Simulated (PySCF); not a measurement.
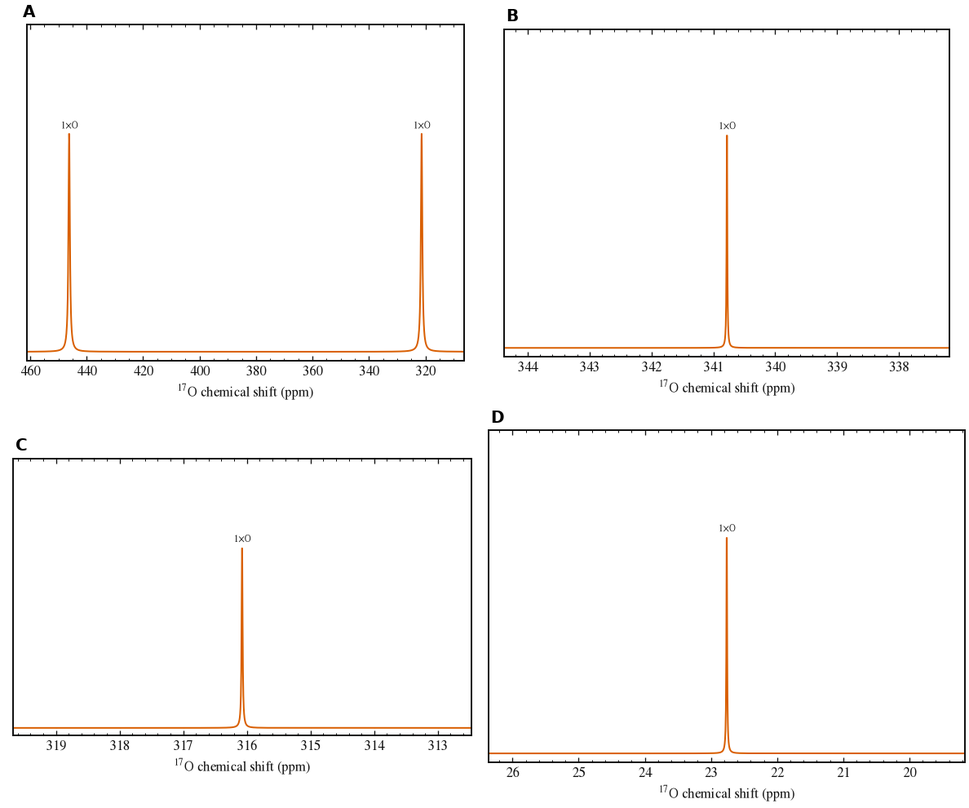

GIAO shifts, PBE0/pcSseg-1 with PySCF 2.14.0, at a GFN2-xTB geometry (no frequency check), against H₂O for ¹⁷O computed at the same level (¹⁷O: a single water molecule, while the usual scale starts at liquid water and gives values some tens of ppm lower). Gas phase, fully decoupled, line heights follow the number of nuclei, widths are arbitrary (no quadrupolar broadening); values of one conformer, averaged over methyl-type rotors and exact or near symmetry.

Which panel belongs to which molecule?
1. PH₃O, SMILES O=[PH3]
2. C₆H₃NO₂, SMILES N#Cc1ccc(=O)oc1
3. C₆H₄FO⁻, SMILES [O-]c1ccc(F)cc1
4. CF₂O (carbonyl fluoride), SMILES O=C(F)F

A: 2 (446.2 (1 O), 321.3 (1 O) ppm)
B: 3 (340.8 (1 O) ppm)
C: 4 (316.1 (1 O) ppm)
D: 1 (22.8 (1 O) ppm)

Caveats, for all or some of the runs: an anion in a basis that has no diffuse functions; the tight-binding geometry is rougher than a DFT one and adds to the error.
